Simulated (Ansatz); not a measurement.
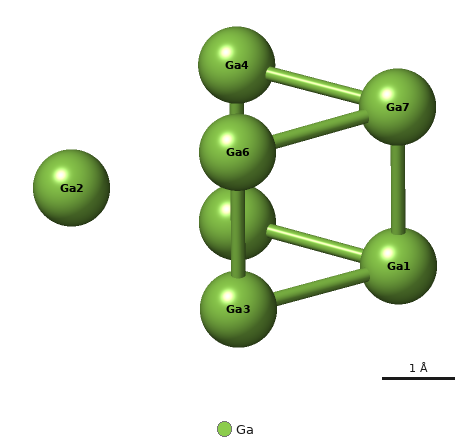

Figure 1. The structure as given in the input (ball-and-stick view, seen at a tilt; atoms are numbered from 1 in the order of the input). Sticks mark near contacts.

## Run report: Ga₇ (charge −1), single-point calculation

Ga₇, charge −1, computed with RKS PBE0-D4/def2-SVP (Ansatz 0.2.0).

The geometry comes from this level: PBE0-D4/def2-SVPD.

### Input file
```yaml
crystal:
  periodic: [false, false, false]
  atoms:
    - {symbol: Ga, position_ang: [0.419807, -1.049481, -2.173116]}
    - {symbol: Ga, position_ang: [0.841821, -1.723096, 2.473531]}
    - {symbol: Ga, position_ang: [0.265498, 0.049595, 0.192942]}
    - {symbol: Ga, position_ang: [0.048691, -3.589061, 0.339040]}
    - {symbol: Ga, position_ang: [1.872710, -2.082102, -0.261343]}
    - {symbol: Ga, position_ang: [-1.558755, -1.455776, 0.797110]}
    - {symbol: Ga, position_ang: [-1.430273, -2.573179, -1.560863]}
basis:
  gaussian: {orbitals: def2-SVP, initial_orbitals: start.molden}
total_charge: -1
hamiltonian: {xc: pbe0, dispersion: d4}
scf: {omitted_lower_state_checks: [starts]}
output: {orbitals: {seedname: orbitals}}
```

Command:
```bash
ansatz run in.yaml --threads 4 --pin off --events-out ev --progress --plain --max-ram 4787MiB
```

### Log
```
Functional definition: PBE0
  name "PBE0"
  cite "Adamo & Barone, J. Chem. Phys. 110, 6158 (1999) doi:10.1063/1.478522"
  cite "Perdew, Burke & Ernzerhof, Phys. Rev. Lett. 77, 3865 (1996) doi:10.1103/PhysRevLett.77.3865"
  parent pbe
  parameter a = 0.25
  parameter kappa = 0.804
  parameter beta = 0.06672455060314922
  exchange = (1 - a)*pbe_x(kappa = kappa, mu = beta*pi^2/3) + a*exact_x
  correlation = pbe_c(beta = beta)
these checks for a lower state are left out or cut short: starts
2233 factors; integrals over basis functions are off by at most 2.3e-4 eV
mean field evaluation 1: about -366513.1242 eV, gradient 3.5e2 eV
mean field evaluation 2: about -366529.9551 eV, gradient 3.3e1 eV
mean field evaluation 4: about -366551.5294 eV, gradient 1.7e1 eV
mean field evaluation 8: about -366556.5919 eV, gradient 8.7e-2 eV
mean field -366556.59197325 eV, -13470.7062940350 hartree, gradient 2.1e-5 eV, S^2 0.000000; 0 other end points of the search recorded, 0 dependent functions left out
reference -366556.59199946 eV, -13470.7062949983 hartree; 109, 109 occupied and 115, 115 virtual orbitals, 2233 factors
Total energy: -366557.14097139 eV, -13470.7264693447 hartree
Checks for a lower state left out: starts
```

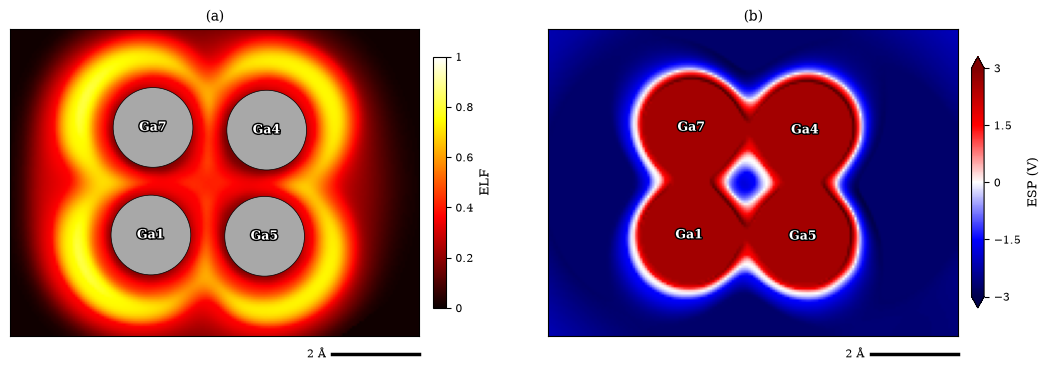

Figure 2. (a) electron localisation function; (b) electrostatic potential on the plane of atoms Ga5, Ga1 and Ga7. Grey discs, where drawn, cover atomic cores. Ga–Ga (2.44 Å): the ELF is about 0.35 at the midpoint. Ga–Ga (2.61 Å): the ELF is about 0.45 at the midpoint.

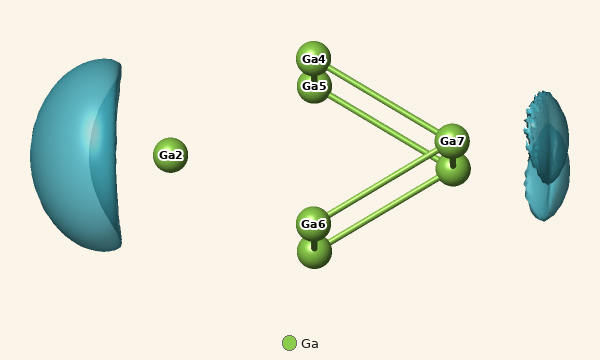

Figure 3. Isosurface of the ELF at 0.8 (cyan), seen from the side. Only the valence region is drawn (cores and ρ < 0.01 e/Å³ removed). Along the contacts the grid gives the following. Ga2···Ga6 (2.94 Å): the ELF is about 0.45 at the midpoint. Ga–Ga (2.44 Å): the ELF is about 0.35 at the midpoint.

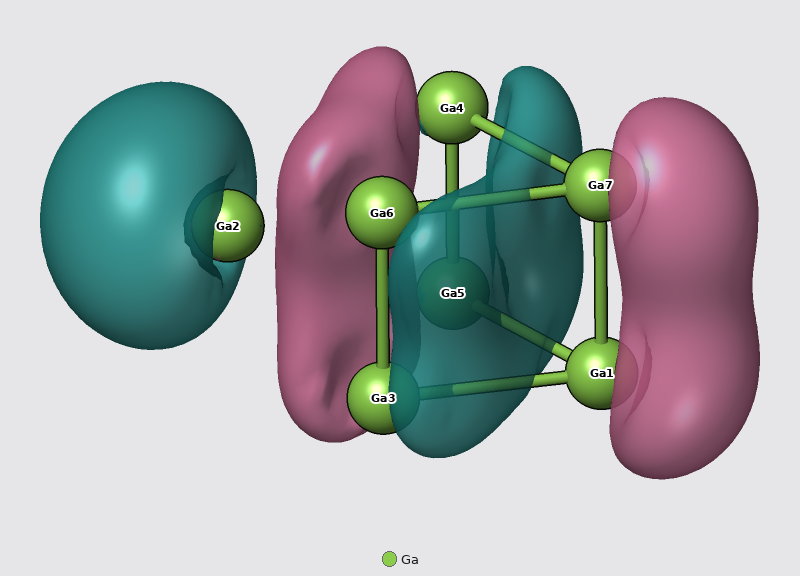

Figure 4. The HOMO at ±0.08 Å⁻³ᐟ² (teal and pink are the two phases), seen at a tilt. It lies mainly on Ga2 (35 %), Ga1 (15 %), Ga7 (15 %), Ga3 (10 %) and Ga4 (10 %). Its energy is −0.96 eV.

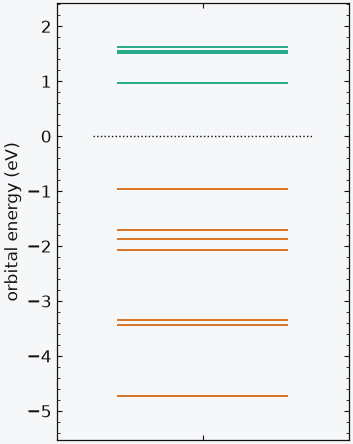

Figure 5. Orbital energies near the frontier; the dotted line parts filled from empty levels, and levels within 0.02 eV of each other stand side by side. Highest filled −0.96 eV, lowest empty 0.96 eV, 1.92 eV apart.

### Key numbers

| quantity | value |
| --- | --- |
| outcome | converged |
| total energy | −366557.1410 eV |
| mean-field energy | −366556.5920 eV |
| dispersion energy | −0.5490 eV |
| SCF solution under orbital rotations | stable |
| HOMO | −0.96 eV |
| LUMO | 0.96 eV |
| hardware | 4 threads of AMD EPYC, 31 GiB of memory available, shared host |
| wall time | 18 s (CPU time 68 s) |
| peak memory | 1.1 GiB |
